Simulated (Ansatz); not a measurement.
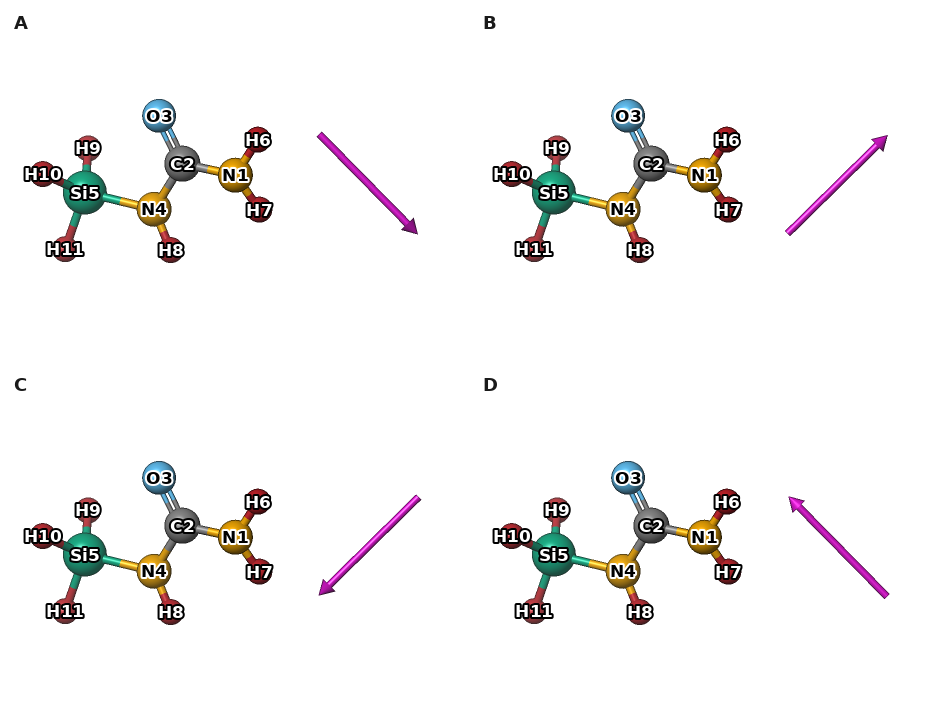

The same molecule four times, each with an arrow. The computed structure is the end point of a PBE-D4/def2-SVP optimisation. No frequency run is at hand to confirm it as a minimum. Method: RKS PBE-D4/def2-SVP (Ansatz 0.2.0).

### Which arrow points along the dipole moment, from the negative to the positive end?

A. The dipole moment is 4.11 D; it points from the side of H10 to the side of H7 (the outermost atoms at the two ends).
